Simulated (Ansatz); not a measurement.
## BAs (F-43m): a volume series of phonon spectra

Aim: how the vibrations of BAs shift with volume, and the expansion that follows.

Experimental results on record:
- volume expansion coefficient 11.55 1e-6/K near room temperature (given in “Basic Physical Properties of Cubic Boron Arsenide (three times its linear coefficient)”, 2019, arxiv:1911.11281)
- volume expansion coefficient 10.8 1e-6/K near room temperature (given in “Thermal expansion coefficients of high thermal conducting BAs and BP materials (three times its linear coefficient)”, 2019, arxiv:1906.04101)

Calculated with Ansatz 0.2.0; DFT LDA, scalar-relativistic, plane waves, PAW.

### 1. The structure

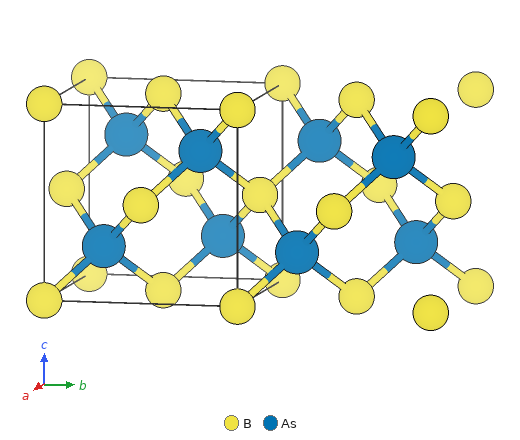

Start, viewed slightly off an axis; boron yellow, arsenic blue. 1×2×1 cells are drawn. This picture shows the conventional cell, with its axes. Bonds to atoms that aren't drawn are left out. Some periodic images of atoms are drawn too.

### 2. Probe on a coarse mesh

A cheap single point shows whether the cell is a metal or an insulator and how far it is from rest; that sets the k-mesh and the occupations of what follows.

input.yaml reads:

```yaml
crystal:
  lattice:
    - [0.0, 2.3885, 2.3885]
    - [2.3885, 0.0, 2.3885]
    - [2.3885, 2.3885, 0.0]
  atoms:
    - { symbol: B, position: [0.0, 0.0, 0.0] }
    - { symbol: As, position: [0.25, 0.25, 0.25] }
kpoints:
  mp_grid: { grid: [6, 6, 6] }
hamiltonian:
  xc: lda
scf:
  occupations: { method: gaussian, width: 0.1 }
output:
  forces: true
  stress: true
  eigenvalues: true
```

Launch:

```bash
ansatz run input.yaml --threads 4 --pin off --max-ram 16384MiB --backend cpu --events-out ev --progress --plain --runs-dir out
```

Numbers of over 12 decimals in the logs are rounded to 6 here.

The program printed:

```text
Engine: ansatz 0.2.0, aarch64-unknown-linux-gnu
Pseudopotentials: kind: paw
Pseudopotential: B, paw, valence charge 3, recommended cutoff 420 eV (normal), B.paw.azcp
Pseudopotential: As, paw, valence charge 15, recommended cutoff 420 eV (normal), As.paw.azcp
Functional definition: SPW92
  exchange = slater_x
  correlation = pw_c
Crystal: 2 atoms, lattice volume = 27.252 Å³
Basis set: ecut = 420 eV, 531 PW (Γ)
Bands: 13, of which v1, the nominal top of the filled ones, is band 9 counted from 1 (8 counted from 0)
Symmetry: 24 space group operations
Space group: F-43m (ITA 216), of the structure as read, at distance tolerance 3.0e-5 Å
k-points: 16 of 216 (time reversal used)
Non-local potential: B, projectors of the file, l = 0: 2, l = 1: 2, l = 2: 1
Non-local potential: As, projectors of the file, l = 0: 2, l = 1: 2, l = 2: 3, l = 3: 1
PAW form: soft (Blöchl's): semilocal exchange-correlation on the pseudo side does not see the compensation charge
PAW frozen core: B, regenerated for the run's functional, and the local potential with it (the file was generated under x = pbe(κ = 0.804, μ = 0.219515), c = pbe(β = 0.066725))
PAW frozen core: As, regenerated for the run's functional, and the local potential with it (the file was generated under x = pbe(κ = 0.804, μ = 0.219515), c = pbe(β = 0.066725))
PAW one-centre angular grid: B, 110 points (default); XC on 64 Gauss nodes
PAW one-centre angular grid: As, 590 points (default); XC on 64 Gauss nodes
Initial density: superposition of atomic densities (neutral atoms: chi_scale 0, normalization atom), corrected by the library's trained network
Initial wavefunctions: pseudopotential atomic-orbital guess
Functional: x = slater, c = lda
SCF iter   1: F=—  HF=-4923.505033 eV  |F-HF|=—  |Δ(HF+E_count)|=         —  Δρ=7.05e-3  dr2=1.36e-2  ethr=1.77e-3  ⟨swp⟩=5.1  Hψ=1165  notcnv=0
preconditioner: auto → none  [insulator: Δε(μ)=1.226 eV  Ē_g=12.353 eV  σ=0.100 eV  W_gap=1.00  n_scr=8 (ndim 8)  ℏωp=20.1 eV  f_vac=0.001  D(μ)=0.00/eV (n_scr^D=0)  ε∞_Penn≈3.7]
SCF iter   2: F=—  HF=-4923.500694 eV  |F-HF|=—  |Δ(HF+E_count)|=   4.34e-3  Δρ=2.14e-3  dr2=7.56e-4  ethr=7.58e-5  ⟨swp⟩=1.7  Hψ=353  notcnv=0
SCF iter   3: F=—  HF=-4923.500347 eV  |F-HF|=—  |Δ(HF+E_count)|=   3.47e-4  Δρ=1.03e-3  dr2=1.24e-4  ethr=4.20e-6  ⟨swp⟩=2.0  Hψ=350  notcnv=0
SCF iter   4: F=—  HF=-4923.500321 eV  |F-HF|=—  |Δ(HF+E_count)|=   2.65e-5  Δρ=3.61e-4  dr2=1.38e-5  ethr=6.88e-7  ⟨swp⟩=1.0  Hψ=208  notcnv=0
SCF iter   5: F=—  HF=-4923.500317 eV  |F-HF|=—  |Δ(HF+E_count)|=   3.78e-6  Δρ=5.95e-5  dr2=3.95e-7  ethr=7.65e-8  ⟨swp⟩=2.0  Hψ=342  notcnv=0
SCF iter   6: F=-4923.500317 eV  HF=-4923.500317 eV  |F-HF|=3.44e-10  |Δ(HF+E_count)|=   1.14e-8  Δρ=5.00e-6  dr2=2.33e-9  ethr=5.56e-10  ⟨swp⟩=4.8  Hψ=818  notcnv=0
SCF 1 converged in 6 iterations: F = -4923.500317 eV  dr2 = 2.33e-9
  greatest PAW one-centre occupation: 0.999 electrons in one spin orbital (limit 2), on the As atom at site 1 (counted from 0), in its partial waves of l = 2
SCF converged after 6 iterations
Free energy (F): -4923.500317 eV
Harris-Foulkes:  -4923.500317 eV  (|F-HF|=3.44e-10)
Internal energy: -4923.500317 eV  (E = F + TS)
E sigma→0 (E₀):  -4923.500317 eV
Fermi energy:    11.457807 eV
--- Per-component energies (eV) ---
  E_band       = -216.122049
  E_kinetic    = 152.713922
  E_local      = -1703.193200  (includes V_loc(G=0)·N_el)
  E_nonlocal   = -652.022227
  E_hartree    = 941.560423
  E_xc         = -111.066757
  E_vxc        = -117.903470  (∫ρ·V_xc dr)
  E_paw        = -1827.838554  (= ΣΔE_a)
  E_vpaw       = 221.161843  (= ΣTr[D̂ρ^β])
  E_aug_tail   = 0.000008  (compensation charges beyond the density's cutoff)
  E_ewald      = -1725.774997
  E_core_change = 2.121064  (= ΣΔE_core)
  E_smearing   = -0.000000  (= −TS)
  E_closure    = -0.000000  (closes the sum)
  Σ components = -4923.500317   (vs F -4923.500317, Δ=0.00e0)
--- Forces (eV/Å), atoms counted from 1 ---
  atom   1  B      0.00000000    -0.00000000     0.00000000
  atom   2  As     0.00000000    -0.00000000     0.00000000
  max |Σ_I F_I| component: 5.20e-16 eV/Å
--- Stress (GPa, compression-positive) ---
       -3.895576      -0.000000      -0.000000
       -0.000000      -3.895576       0.000000
       -0.000000       0.000000      -3.895576
  P = ⅓ Tr σ = -3.8956 GPa (-38.956 kbar)
--- Band table (eV; the first three rows and the last of 16) ---
  k-point 0: bands = [... 5 lower, -4.5470, 10.8467, 10.8467, 10.8467, 14.0971, 14.0971, 14.0971, 15.4934]
  k-point 1: bands = [... 5 lower, -4.0959, 7.8988, 10.1668, 10.1668, 14.1066, 14.9811, 14.9811, 17.4417]
  k-point 2: bands = [... 5 lower, -2.8369, 4.1309, 9.3357, 9.3357, 13.6827, 15.6504, 15.6504, 19.4008]
  k-point 15: bands = [... 5 lower, -0.3135, 2.7696, 5.6916, 5.8847, 14.6011, 14.7455, 19.4649, 19.6312]
```

Wall time 0.79 s (4 threads of Arm Neoverse V2, shared host); peak memory 0.26 GiB.

A gap read on the k-mesh alone can miss the band edges.

This step gave:

```
pressure          : -3.896 GPa
gap on the k-mesh : 1.228 eV
volume per atom   : 13.63 Å³
```

The start is under -3.9 GPa at this level and looks like an insulator or semiconductor on this mesh.

### 3. Finding the static equilibrium

The vibrations must be taken about the equilibrium of this functional, not about the starting cell, so the structure is relaxed.

input.yaml, the sections that differ from step 2:

```yaml
kpoints:
  mp_grid: { grid: [10, 10, 10] }
scf:
  occupations: { method: gaussian, width: 0.02 }
output:
  forces: true
  stress: true
  eigenvalues: true
  write_density: true
  write_potential: true
  elf: true
  volumetric_format: npy
relax:
  adjacent_minimum: "off"
  f_tol: 0.005
  max_steps: 80
  cell: { stress_tol: 0.05 }
# crystal, hamiltonian: as in step 2
```

The program printed:

```text
[...]
Crystal: 2 atoms, lattice volume = 27.252 Å³
Basis set: ecut = 420 eV, 531 PW (Γ)
Bands: 13, of which v1, the nominal top of the filled ones, is band 9 counted from 1 (8 counted from 0)
Symmetry: 24 space group operations
[...]
k-points: 47 of 1000 (time reversal used)
[...]
SCF iter   1: F=—  HF=-4923.523861 eV  |F-HF|=—  |Δ(HF+E_count)|=         —  Δρ=7.15e-3  dr2=1.40e-2  ethr=1.77e-3  ⟨swp⟩=6.0  Hψ=3359  notcnv=0
[...]
SCF iter   6: F=-4923.519197 eV  HF=-4923.519197 eV  |F-HF|=8.55e-11  |Δ(HF+E_count)|=   1.45e-8  Δρ=4.74e-6  dr2=2.15e-9  ethr=5.56e-10  ⟨swp⟩=7.3  Hψ=3008  notcnv=0
SCF 1 converged in 6 iterations: F = -4923.519197 eV  dr2 = 2.15e-9
[...]
relax step   1: F+E_penalty+E_count = -4923.51919678 eV  Δ(F+E_penalty+E_count) = +0.000e0 eV  max|allowed force component| = 2.776e-16 eV/Å  Δτ_max = 0.0000 Å  P = -3.928 GPa  Ω = 27.252 Å³  (6 SCF iters, dr2 threshold 1.00e-7 eV, accepted)
Crystal: 2 atoms, lattice volume = 26.695 Å³
[...]
iter 1 solved again at ethr=2.29e-5 eV; its pass at ethr=3.10e-3 eV (dr2=4.11e-3 eV) is discarded
[...]
SCF iter   5: F=-4923.528406 eV  HF=-4923.528406 eV  |F-HF|=4.89e-9  |Δ(HF+E_count)|=   7.72e-7  Δρ=2.19e-5  dr2=1.01e-7  ethr=1.11e-9  ⟨swp⟩=5.5  Hψ=3392  notcnv=0
SCF 2 converged in 5 iterations: F = -4923.528406 eV  dr2 = 1.01e-7
relax step   2: F+E_penalty+E_count = -4923.52840562 eV  Δ(F+E_penalty+E_count) = -9.209e-3 eV  max|allowed force component| = 1.251e-16 eV/Å  Δτ_max = 0.0000 Å  P = -1.089 GPa  Ω = 26.695 Å³  energy of the carried Pulay correction = +3.951e-4 eV  (5 SCF iters, dr2 threshold 2.00e-7 eV, accepted)
Crystal: 2 atoms, lattice volume = 26.487 Å³
[...]
SCF iter   5: F=-4923.529234 eV  HF=-4923.529234 eV  |F-HF|=2.64e-9  |Δ(HF+E_count)|=   1.42e-7  Δρ=9.74e-6  dr2=2.15e-8  ethr=1.11e-9  ⟨swp⟩=7.0  Hψ=3129  notcnv=0
SCF 3 converged in 5 iterations: F = -4923.529234 eV  dr2 = 2.15e-8
relax step   3: F+E_penalty+E_count = -4923.52923357 eV  Δ(F+E_penalty+E_count) = -8.280e-4 eV  max|allowed force component| = 1.467e-17 eV/Å  Δτ_max = 0.0000 Å  P = +0.049 GPa  Ω = 26.487 Å³  energy of the carried Pulay correction = +5.446e-4 eV  (5 SCF iters, dr2 threshold 2.00e-7 eV, accepted)
[...]
SCF iter   5: F=-4923.528728 eV  HF=-4923.528728 eV  |F-HF|=3.64e-12  |Δ(HF+E_count)|=  8.19e-11  Δρ=2.53e-7  dr2=4.18e-12  ethr=1.00e-12  ⟨swp⟩=4.0  Hψ=2509  notcnv=0
SCF 4 converged in 5 iterations: F = -4923.528728 eV  dr2 = 4.18e-12
relax step   4: F+E_penalty+E_count = -4923.52872816 eV  Δ(F+E_penalty+E_count) = +5.054e-4 eV  max|allowed force component| = 3.238e-17 eV/Å  Δτ_max = 0.0000 Å  P = +0.030 GPa  Ω = 26.487 Å³  stress off target by 2.97e-2 GPa  SCF on the basis re-selected at this cell (its energy is not comparable with the rows above)  (5 SCF iters)
basis re-selected at this cell: Δ(F+E_penalty+E_count) = +5.054e-4 eV, ΔP = -0.020 GPa vs the last step (what re-selecting the basis moved, of the pressure what is left beyond the Pulay correction that the steps carried, after the strain that the cell walked since its last selection, with what the two solves' SCF thresholds leave and, on support functions, any second-order correction that the steps lacked; it is no m [...]
SCF converged after 5 iterations
Free energy (F): -4923.528728 eV
[...]
Internal energy: -4923.528728 eV  (E = F + TS)
E sigma→0 (E₀):  -4923.528728 eV
Fermi energy:    11.851181 eV
[...]
--- Stress (GPa, compression-positive) ---
        0.029666      -0.000000      -0.000000
       -0.000000       0.029666       0.000000
       -0.000000       0.000000       0.029666
  P = ⅓ Tr σ = 0.0297 GPa (0.297 kbar)
--- Band table (eV; the first three rows and the last of 47) ---
  k-point 0: bands = [... 5 lower, -4.3532, 11.2991, 11.2991, 11.2991, 14.5892, 14.5892, 14.5892, 16.3118]
  k-point 1: bands = [... 5 lower, -4.1853, 9.8920, 10.9883, 10.9883, 14.7773, 14.9973, 14.9973, 17.1273]
  k-point 2: bands = [... 5 lower, -3.6897, 7.4886, 10.3994, 10.3994, 14.6122, 15.7279, 15.7279, 18.6500]
  k-point 46: bands = [... 5 lower, 0.0664, 3.1796, 5.7673, 6.0248, 15.8131, 16.1591, 19.2774, 19.2799]
--- Relaxed structure (3 steps of the walk, 3 accepted, 1 SCFs on fresh bases) ---
  F+E_penalty+E_count = -4923.52872816 eV   max|allowed force component| = 3.238e-17 eV/Å   (the final SCF, on the basis selected at the relaxed cell)
  cell:  # Å, volume = 26.4871 Å³
    - [0, 2.365927, 2.365927]
    - [2.365927, 0, 2.365927]
    - [2.365927, 2.365927, 0]
  atoms:
    - { symbol: B, position: [0, 0, 0] }
    - { symbol: As, position: [0.25, 0.25, 0.25] }
```

The job ended after 1.9 s (4 threads; peak memory 0.32 GiB).

Relaxation path:

```
step  energy less that of the first step (eV)  largest force component (eV/Å)  pressure (GPa)  volume (Å³)
   1                                   0.0000                          0.0000           -3.93        27.25
   2                                  -0.0092                          0.0000           -1.09        26.69
   3                                  -0.0100                          0.0000            0.05        26.49
  4*                                  -0.0095                          0.0000            0.03        26.49
```

Relaxation steps marked * repeat the geometry before them on a plane-wave basis chosen anew for their cell, so energy and pressure can jump there.

The run keeps the 24 symmetry operations that it works with, so distortions that break them were not tested.

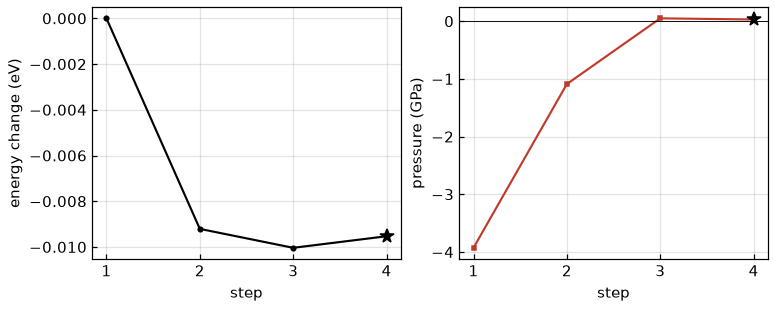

Energy and pressure along the relaxation. Stars mark steps on a basis chosen anew.

```
conventional cell, symmetrised  before  after  change
                         a (Å)   4.777  4.732  -0.9 %
                         b (Å)   4.777  4.732  -0.9 %
                         c (Å)   4.777  4.732  -0.9 %
              volume (Å³/atom)   13.63  13.24  -2.8 %
```

The relaxed structure:

```xyz
2
Lattice="0.0000 2.3659 2.3659 2.3659 0.0000 2.3659 2.3659 2.3659 0.0000" Properties=species:S:1:pos:R:3 pbc="T T T"
B     0.0000    0.0000    0.0000
As    1.1830    1.1830    1.1830
```

This step gave:

* pressure: 0.02967 GPa
* gap on the k-mesh: 1.104 eV
* volume per atom: 13.24 Å³

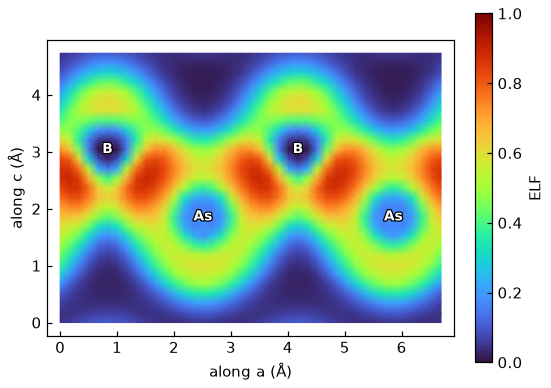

ELF in the ac plane of a cell with a along [110], b along [-110] and c along [001] of the cube at fractional y = 0.000, with atoms of B and As within 0.2 Å of it. It is the smooth field of the valence electrons, not physical close to the nuclei. The map starts off the cell's origin, so that atoms lie inside it.

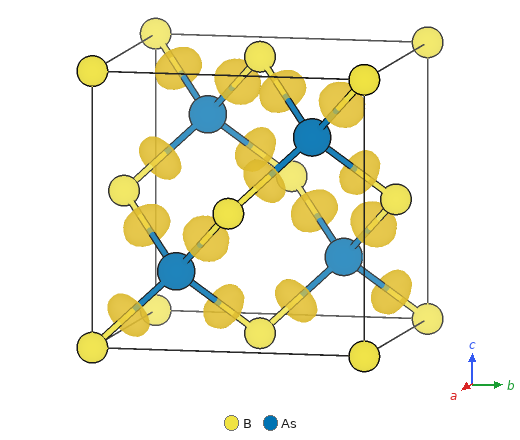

Surface of ELF = 0.81. Bonds to atoms that aren't drawn are left out.

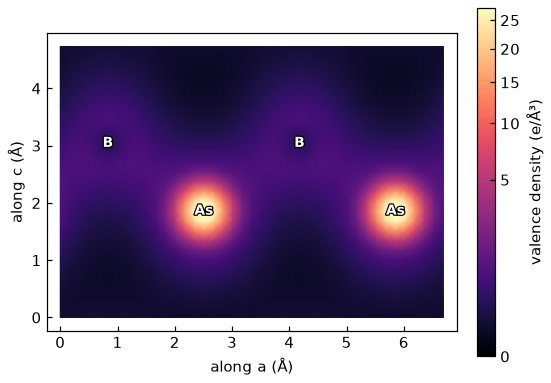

Valence density in the ac plane of a cell with a along [110], b along [-110] and c along [001] of the cube at fractional y = 0.000, with atoms of B and As within 0.2 Å of it. It is the smooth field of the valence electrons, not physical close to the nuclei. The map starts off the cell's origin, so that atoms lie inside it. The colour scale is stretched toward low values.

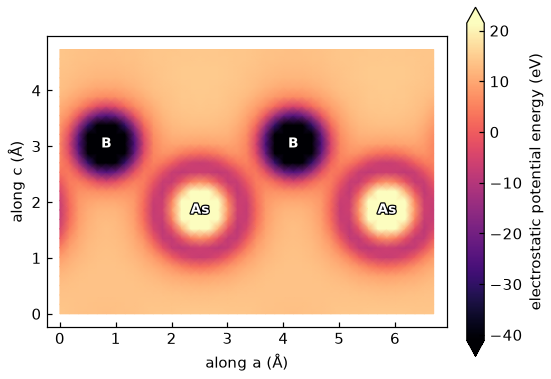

Electrostatic potential energy in the ac plane of a cell with a along [110], b along [-110] and c along [001] of the cube at fractional y = 0.000, with atoms of B and As within 0.2 Å of it. With pseudopotentials it is smooth inside the atoms' cores, unlike the true potential. The map starts off the cell's origin, so that atoms lie inside it.

The relaxation ends with a pressure of 0.03 GPa.

(Continued in part 2 of 4.)

[Logs are printed without paths, hosts, clocks, repeated set-up lines and the standing remarks that a program may print on its own settings, such as how far it seeks lower states.]

[Hosts, paths, dates, database ids (printed as entryN), source tags and the programs' standing remarks are cut or masked in the printed files.]

[A step with changed settings may run another functional than the one named; its input shows which.]

[Of the runs on displaced cells, only some may be shown.]
